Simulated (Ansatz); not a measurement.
**RuSiH2 (singlet): wave-function methods side by side, def2-SVP**

How much of the correlation energy of RuSiH2 (singlet) does each wave-function method recover here?

Program: Ansatz 0.2.0, Gaussian basis. Level of theory: def2-SVP, core rule «outside noble gas», up to 9 orbitals frozen. These are calculated values, not measurements.

Plan: UHF; CCSD(T) on RHF; CCSD(T) on UHF; CISD; CCSDT(Q) on RHF; CASSCF and MRCISD+Q, 8 electrons in 8 orbitals; CASSCF and NEVPT2, 8 electrons in 8 orbitals.

13 further runs of the same task are left out: 2 that didn't finish, 11 set aside as unsound or not needed.

### 1 What is computed

The geometry is a PBE0/def2-TZVP stationary point (not a proven minimum). No spin-orbit coupling is included. Elements past krypton take def2 core potentials.

4 atoms, charge 0, spin multiplicity 1.

Atoms are counted from 1 here; the program's logs count them from 0.

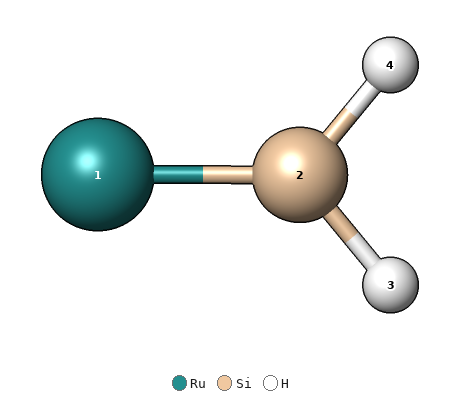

The geometry (ruthenium teal, silicon light orange, hydrogen white); atoms are numbered from 1 in the order of the file.

As a file:

```
Ru    0.00000    0.00000    0.50304
Si    0.00000    0.00000   -1.62516
H     0.00000   -1.16225   -2.57886
H     0.00000    1.16225   -2.57886
```

In the tables R marks a restricted determinant and U an unrestricted one; 'frontier' is the active space of 8 electrons in 8 orbitals; energies count from the table's Hartree-Fock row.

### 2 UHF

in.yaml

```yaml
crystal:
  periodic: [false, false, false]
  atoms:
    - {symbol: Ru, position_ang: [0.000000, 0.000000, 0.503040]}
    - {symbol: Si, position_ang: [0.000000, 0.000000, -1.625164]}
    - {symbol: H, position_ang: [0.000000, -1.162253, -2.578865]}
    - {symbol: H, position_ang: [0.000000, 1.162253, -2.578865]}
basis:
  gaussian: {orbitals: def2-SVP}
magnetization: {spin_polarized: true, initial_magnetization: 0}
hamiltonian: {xc: hf}
output: {orbitals: {seedname: orbitals}}
```

Launch:

```
$ ansatz run in.yaml --threads 1 --pin off --events-out ev --progress --plain --max-ram 2393MiB
```

The program printed (excerpt; [...] marks lines left out):

```text
Functional definition: HF
  name "HF"
  cite "Fock, Z. Phys. 61, 126 (1930) doi:10.1007/BF01340294"
  parent pbe
[...]
602 factors; integrals over basis functions are off by at most 1.2e-3 eV
[...]
mean field -10449.42472449 eV, -384.0092757506 hartree, gradient 2.4e-6 eV, S^2 1.705940; 20 other end points of the search recorded, 0 dependent functions left out
reference -10449.42472449 eV, -384.0092757506 hartree; 16, 16 occupied and 43, 43 virtual orbitals, 602 factors
Total energy: -10449.42472449 eV, -384.0092757506 hartree
```

Run time: 16 s. Hardware: 1 thread of Arm Neoverse V2, shared host.

From the report: ⟨S²⟩ of the determinant 1.706 (pure singlet: 0.00). The determinant is far from a pure spin state, so its energy mixes those of several spin states (harmless only where they are near-degenerate, as at dissociation).

The unrestricted solution breaks the spin symmetry, so the restricted determinant is unstable here.

### 3 CCSD(T) on RHF

Changes to in.yaml since step 2:

```diff
@@ -9,4 +9,3 @@
   gaussian: {orbitals: def2-SVP}
-magnetization: {spin_polarized: true, initial_magnetization: 0}
-hamiltonian: {xc: hf}
-output: {orbitals: {seedname: orbitals}}
+magnetization: {spin_polarized: false}
+correlation: {method: ccsd_t, electrons: outside_noble_gas}
```

Launched as before.

The program printed (excerpt; [...] marks lines left out):

```text
Functional definition: HF
  name "HF"
  cite "Fock, Z. Phys. 61, 126 (1930) doi:10.1007/BF01340294"
  parent pbe
[...]
602 factors; integrals over basis functions are off by at most 1.2e-3 eV
[...]
mean field -10448.01700676 eV, -383.9575430780 hartree, gradient 2.3e-6 eV, S^2 0.000000; 14 other end points of the search recorded, 0 dependent functions left out; unrestricted orbitals would lower it
[...]
determinant -10448.01700676 eV, -383.9575430780 hartree, with singles and doubles -10456.86280582 eV, -384.2826201978 hartree
determinant -10447.97603796 eV, -383.9560375026 hartree, with singles and doubles -10456.82059402 eV, -384.2810689426 hartree
determinant -10446.18992887 eV, -383.8903992042 hartree, with singles and doubles -10455.05264782 eV, -384.2160981183 hartree
[...]
determinant -10440.53882583 eV, -383.6827249980 hartree, with singles and doubles -10448.30647731 eV, -383.9681809246 hartree
determinant -10448.01700676 eV, -383.9575430780 hartree, with singles and doubles -10456.88451189 eV, -384.2834178810 hartree
determinant -10447.97603796 eV, -383.9560375026 hartree, with singles and doubles -10456.83908544 eV, -384.2817484897 hartree
unrestricted determinant -10449.42472449 eV, -384.0092757506 hartree, S^2 1.7059
9 core orbitals not correlated: weight in the atoms' cores, before any rotation towards them, 0.999 or more for the frozen orbitals, at most 0.000 for the correlated occupied ones
reference -10448.01700676 eV, -383.9575430780 hartree; 7, 7 occupied and 43, 43 virtual orbitals, 602 factors
second order -8.49136014 eV of doubles, -0.00000000 eV of singles
cycle   1  -8.86751111 eV  change   -6.0e-6 eV  update   4.4e-6
perturbative correction -0.54661122 eV, -0.0200875919 hartree
Total energy: -10457.43112909 eV, -384.3035056926 hartree
```

Run time: 31 s. Hardware: 1 thread of Arm Neoverse V2, shared host.

From the report: correlation -9.4141 eV; T1 0.054; largest double amplitude 0.12.

### 4 CCSD(T) on UHF

Changes to in.yaml since step 3:

```diff
@@ -9,3 +9,3 @@
   gaussian: {orbitals: def2-SVP}
-magnetization: {spin_polarized: false}
+magnetization: {spin_polarized: true, initial_magnetization: 0}
 correlation: {method: ccsd_t, electrons: outside_noble_gas}
```

Launched as before.

The program printed (excerpt; [...] marks lines left out):

```text
Functional definition: HF
  name "HF"
  cite "Fock, Z. Phys. 61, 126 (1930) doi:10.1007/BF01340294"
  parent pbe
[...]
602 factors; integrals over basis functions are off by at most 1.2e-3 eV
[...]
mean field -10449.42472449 eV, -384.0092757506 hartree, gradient 2.5e-6 eV, S^2 1.705940; 59 other end points of the search recorded, 0 dependent functions left out
determinant -10449.42472449 eV, -384.0092757506 hartree, with singles and doubles -10457.65866061 eV, -384.3118673219 hartree
determinant -10449.39015159 eV, -384.0080052200 hartree, with singles and doubles -10457.60219778 eV, -384.3097923510 hartree
determinant -10449.32295081 eV, -384.0055356368 hartree, with singles and doubles -10457.63982261 eV, -384.3111750381 hartree
determinant -10449.31610843 eV, -384.0052841840 hartree, with singles and doubles -10457.63356584 eV, -384.3109451059 hartree
[...]
determinant -10449.32295081 eV, -384.0055356368 hartree, with singles and doubles -10457.75947014 eV, -384.3155720038 hartree
determinant -10449.31610843 eV, -384.0052841840 hartree, with singles and doubles -10457.76305949 eV, -384.3157039099 hartree
[...]
9 core orbitals not correlated: weight in the atoms' cores, before any rotation towards them, 0.999 or more for the frozen orbitals, at most 0.000 for the correlated occupied ones
reference -10449.32295081 eV, -384.0055356368 hartree; 7, 7 occupied and 43, 43 virtual orbitals, 602 factors
second order -7.11821785 eV of doubles, -0.00000000 eV of singles
cycle   1  -8.43651698 eV  change    2.4e-6 eV  update   5.6e-6
[...]
cycle   4  -8.43650489 eV  change    4.9e-6 eV  update   3.0e-6
perturbative correction -0.50446807 eV, -0.0185388595 hartree
WARN: the results are in doubt because among natural orbitals the method converges to other amplitudes
Total energy: -10458.26392377 eV, -384.3341103326 hartree
In doubt: among natural orbitals the method converges to other amplitudes
```

Run time: 2.1 min. Hardware: 1 thread of Arm Neoverse V2, shared host.

From the report: ⟨S²⟩ of the determinant 1.711 (pure singlet: 0.00); correlation -8.9410 eV; T1 0.091; largest double amplitude 0.12. The determinant is far from a pure spin state, so its energy mixes those of several spin states (harmless only where they are near-degenerate, as at dissociation). Mind the lines of doubt at the end of the log.

### 5 CISD

Changes to in.yaml since step 4:

```diff
@@ -9,3 +9,2 @@
   gaussian: {orbitals: def2-SVP}
-magnetization: {spin_polarized: true, initial_magnetization: 0}
-correlation: {method: ccsd_t, electrons: outside_noble_gas}
+correlation: {active_space: {ras: {orbitals: [7, 0, 43], electrons: 14, max_holes: 2, max_particles: 2}, fixed_orbitals: true}}
```

Same command.

The program printed (excerpt; [...] marks lines left out):

```text
Functional definition: HF
  name "HF"
  cite "Fock, Z. Phys. 61, 126 (1930) doi:10.1007/BF01340294"
  parent pbe
[...]
602 factors; integrals over basis functions are off by at most 1.2e-3 eV
[...]
mean field -10448.01700676 eV, -383.9575430780 hartree, gradient 2.3e-6 eV, S^2 0.000000; 12 other end points of the search recorded, 0 dependent functions left out
reference -10448.01700676 eV, -383.9575430780 hartree; 16, 16 occupied and 43, 43 virtual orbitals, 602 factors
state -10455.80558654 eV, -384.2437681059 hartree
Total energy: -10455.80558654 eV, -384.2437681059 hartree
```

Run time: 6.5 s. Hardware: 1 thread of Arm Neoverse V2, shared host.

From the report: 33,004 determinants.

### 6 CCSDT(Q) on RHF

Changes to in.yaml since step 5:

```diff
@@ -9,2 +9,3 @@
   gaussian: {orbitals: def2-SVP}
-correlation: {active_space: {ras: {orbitals: [7, 0, 43], electrons: 14, max_holes: 2, max_particles: 2}, fixed_orbitals: true}}
+magnetization: {spin_polarized: false}
+correlation: {method: ccsdt_q, electrons: outside_noble_gas}
```

Same command.

The program printed (excerpt; [...] marks lines left out):

```text
Functional definition: HF
  name "HF"
  cite "Fock, Z. Phys. 61, 126 (1930) doi:10.1007/BF01340294"
  parent pbe
[...]
994 factors; integrals over basis functions are off by at most 2.5e-7 eV
[...]
mean field -10448.01706222 eV, -383.9575451164 hartree, gradient 1.9e-6 eV, S^2 0.000000; 14 other end points of the search recorded, 0 dependent functions left out; unrestricted orbitals would lower it
[...]
determinant -10448.01706222 eV, -383.9575451164 hartree, with singles and doubles -10456.86284322 eV, -384.2826215722 hartree
determinant -10447.97609241 eV, -383.9560395035 hartree, with singles and doubles -10456.82063070 eV, -384.2810702906 hartree
determinant -10446.18997993 eV, -383.8904010806 hartree, with singles and doubles -10455.05268469 eV, -384.2160994730 hartree
[...]
determinant -10440.53890156 eV, -383.6827277810 hartree, with singles and doubles -10448.30654235 eV, -383.9681833149 hartree
determinant -10448.01706222 eV, -383.9575451164 hartree, with singles and doubles -10456.88455096 eV, -384.2834193168 hartree
determinant -10447.97609241 eV, -383.9560395035 hartree, with singles and doubles -10456.83912330 eV, -384.2817498812 hartree
unrestricted determinant -10449.42478326 eV, -384.0092779104 hartree, S^2 1.7059
9 core orbitals not correlated: weight in the atoms' cores, before any rotation towards them, 0.999 or more for the frozen orbitals, at most 0.000 for the correlated occupied ones
reference -10448.01706222 eV, -383.9575451164 hartree; 7, 7 occupied and 43, 43 virtual orbitals, 994 factors
second order -8.49137102 eV of doubles, -0.00000000 eV of singles
cycle   1  -8.23512961 eV  change    2.6e-1 eV  update   1.7e-1
[...]
cycle  68  -9.55669470 eV  change    4.6e-7 eV  update   4.8e-7
perturbative correction -0.12167603 eV, -0.0044715115 hartree
Total energy: -10457.69543295 eV, -384.3132186803 hartree
```

Wall time 1.8 min (1 thread of Arm Neoverse V2, shared host); peak memory 0.45 GiB.

From the report: correlation -9.6784 eV; T1 0.054; largest double amplitude 0.46.

### 7 CASSCF and MRCISD+Q, 8 electrons in 8 orbitals

Changes to in.yaml since step 6:

```diff
@@ -9,3 +9,2 @@
   gaussian: {orbitals: def2-SVP}
-magnetization: {spin_polarized: false}
-correlation: {method: ccsdt_q, electrons: outside_noble_gas}
+correlation: {method: fic_mrcisd_q, electrons: outside_noble_gas, active_space: {window: {electrons: 8, orbitals: 8}}}
```

Same command.

The program printed (excerpt; [...] marks lines left out):

```text
Functional definition: HF
  name "HF"
  cite "Fock, Z. Phys. 61, 126 (1930) doi:10.1007/BF01340294"
  parent pbe
[...]
602 factors; integrals over basis functions are off by at most 1.2e-3 eV
[...]
mean field -10448.01700676 eV, -383.9575430780 hartree, gradient 2.3e-6 eV, S^2 0.000000; 12 other end points of the search recorded, 0 dependent functions left out; unrestricted orbitals would lower it
reference -10448.01700676 eV, -383.9575430780 hartree; 16, 16 occupied and 43, 43 virtual orbitals, 602 factors
state -10450.68788969 eV, -384.0556962155 hartree
contracted CI cycle   1: correlation 0.00000000 eV, 0.0000000000 hartree, residual 2.29e1 eV
contracted CI cycle   2: correlation -5.93328721 eV, -0.2180442831 hartree, residual 3.71e0 eV
contracted CI cycle   3: correlation -6.16701231 eV, -0.2266335222 hartree, residual 1.01e0 eV
[...]
contracted CI cycle   5: correlation -6.20129275 eV, -0.2278933053 hartree, residual 1.59e-1 eV
contracted CI cycle   6: correlation -6.20185024 eV, -0.2279137924 hartree, residual 7.06e-2 eV
contracted CI cycle   7: correlation -6.20195257 eV, -0.2279175531 hartree, residual 3.01e-2 eV
contracted CI cycle   8: correlation -6.20197160 eV, -0.2279182525 hartree, residual 1.22e-2 eV
contracted CI cycle   9: correlation -6.20197495 eV, -0.2279183756 hartree, residual 5.41e-3 eV
contracted CI cycle  10: correlation -6.20197559 eV, -0.2279183990 hartree, residual 2.28e-3 eV
contracted CI cycle  11: correlation -6.20197571 eV, -0.2279184036 hartree, residual 1.10e-3 eV
state -10450.40260274 eV, -384.0452121132 hartree; corrected -10457.28345129 eV, -384.2980786337 hartree
state -10450.68788969 eV, -384.0556962155 hartree; corrected -10457.52169579 eV, -384.3068339575 hartree
[...]
the orbitals are reached from a further start. From the first start the search ends at -10450.68286471 eV, -384.0555115508 hartree
Total energy: -10457.52169579 eV, -384.3068339575 hartree
```

Wall time 75 s (1 thread of Arm Neoverse V2, shared host); peak memory 0.28 GiB.

From the report: 1,234 determinants; active occupations 1.96, 1.95, 1.90, 1.55, 0.47, 0.10, 0.04, 0.04.

### 8 CASSCF and NEVPT2, 8 electrons in 8 orbitals

Changes to in.yaml since step 7:

```diff
@@ -9,2 +9,2 @@
   gaussian: {orbitals: def2-SVP}
-correlation: {method: fic_mrcisd_q, electrons: outside_noble_gas, active_space: {window: {electrons: 8, orbitals: 8}}}
+correlation: {method: sc_nevpt2, electrons: outside_noble_gas, active_space: {window: {electrons: 8, orbitals: 8}}}
```

The command is unchanged.

The program printed (excerpt; [...] marks lines left out):

```text
Functional definition: HF
  name "HF"
  cite "Fock, Z. Phys. 61, 126 (1930) doi:10.1007/BF01340294"
  parent pbe
[...]
602 factors; integrals over basis functions are off by at most 1.2e-3 eV
[...]
mean field -10448.01700676 eV, -383.9575430780 hartree, gradient 2.3e-6 eV, S^2 0.000000; 12 other end points of the search recorded, 0 dependent functions left out; unrestricted orbitals would lower it
reference -10448.01700676 eV, -383.9575430780 hartree; 16, 16 occupied and 43, 43 virtual orbitals, 602 factors
state -10450.68788969 eV, -384.0556962155 hartree
state -10450.68788969 eV, -384.0556962155 hartree; corrected -10456.57962192 eV, -384.2722133815 hartree
state -10450.45012125 eV, -384.0469583864 hartree
state -10450.45012125 eV, -384.0469583864 hartree; corrected -10456.21386526 eV, -384.2587720721 hartree
state -10450.68788969 eV, -384.0556962155 hartree; corrected -10456.57962192 eV, -384.2722133815 hartree
state -10450.68720165 eV, -384.0556709305 hartree
state -10450.68720165 eV, -384.0556709305 hartree; corrected -10456.55995149 eV, -384.2714905065 hartree
state -10450.68788969 eV, -384.0556962155 hartree; corrected -10456.57962192 eV, -384.2722133815 hartree
state -10450.40260274 eV, -384.0452121132 hartree
state -10450.40260274 eV, -384.0452121132 hartree; corrected -10456.27106639 eV, -384.2608741746 hartree
state -10450.68788969 eV, -384.0556962155 hartree; corrected -10456.57962192 eV, -384.2722133815 hartree
[...]
the orbitals are reached from a further start. From the first start the search ends at -10450.68286471 eV, -384.0555115508 hartree
Total energy: -10456.57962192 eV, -384.2722133815 hartree
```

Wall time 67 s (1 thread of Arm Neoverse V2, shared host).

From the report: 1,234 determinants; active occupations 1.96, 1.95, 1.90, 1.55, 0.47, 0.10, 0.04, 0.04.

### 9 All levels against the top one

No level here is safe as a reference; RCCSDT(Q) serves as a yardstick only. Rows without a time come out of other runs: HF, MP2 and CCSD of CCSD(T), CCSDT of CCSDT(Q), CASSCF and MRCISD of the multireference runs.

Differences are taken before rounding.

| method | energy from the lowest RHF (meV) | from RCCSDT(Q) (meV) | time |
| --- | --- | --- | --- |
| RHF | 0.0 | +9678.4 |  |
| RMP2 | -8491.4 | +1187.1 |  |
| UMP2 | -8424.2 | +1254.3 |  |
| CISD | -7788.6 | +1889.8 | 6.5 s |
| RCCSD | -8867.5 | +810.9 |  |
| UCCSD | -9742.4 | -64.0 |  |
| RCCSD(T) | -9414.1 | +264.3 | 31 s |
| UCCSD(T) | -10246.9 | -568.5 | 2.1 min |
| RCCSDT | -9556.8 | +121.7 |  |
| RCCSDT(Q) | -9678.4 | 0 | 1.8 min |
| CASSCF frontier | -2670.9 | +7007.5 |  |
| NEVPT2 frontier | -8562.6 | +1115.8 | 67 s |
| MRCISD frontier | -8860.1 | +818.3 |  |
| MRCISD+Q frontier | -9504.7 | +173.7 | 75 s |

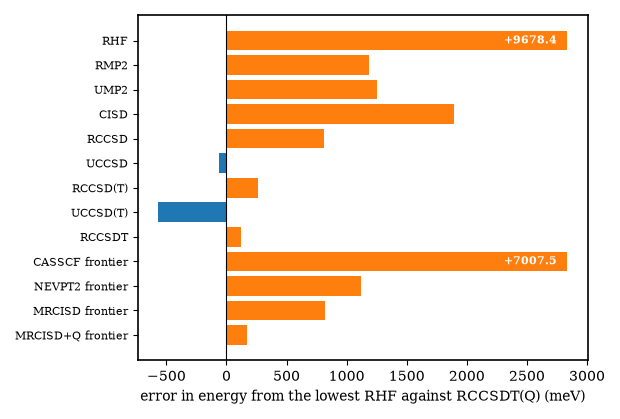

How far each level lands from RCCSDT(Q). Bars with a number in them are cut short.

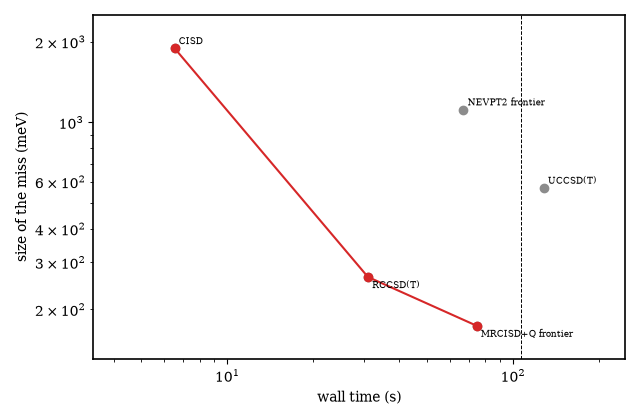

Accuracy for the time spent; red marks the levels that beat every quicker one drawn (of those quicker than the yardstick), and the dashed line is the time of RCCSDT(Q). Times are from a shared host.

Left out of the table: UHF (another determinant or state than the rows shown).

The program flags UCCSD(T) as in doubt (see the logs), so those rows may rest on another solution; read them beside their warnings.

### 10 Outcome

| quantity | value |
| --- | --- |
| RCCSDT(Q) below the RHF energy | -9.6784 eV |
| RMP2 from RCCSDT(Q) | +1187.1 meV |
| UMP2 from RCCSDT(Q) | +1254.3 meV |
| RCCSD from RCCSDT(Q) | +810.9 meV |
| RCCSD(T) from RCCSDT(Q) | +264.3 meV |
| UCCSD(T) from RCCSDT(Q) | -568.5 meV |
| NEVPT2 frontier from RCCSDT(Q) | +1115.8 meV |
| MRCISD+Q frontier from RCCSDT(Q) | +173.7 meV |
| T1 diagnostic | 0.054 |

What this shows: RCCSD(T) misses by +264.3 meV, 2.7 % of the correlation energy. CCSD(T) misses by +264.3 meV on the restricted determinant and by -568.5 meV on the unrestricted one; the two need not hold the same state or core. Coupled cluster took another determinant than the lowest Hartree-Fock one. Warnings: restricted reference is unstable; spin contamination; coupled cluster took another determinant than the lowest; large T1 diagnostic.
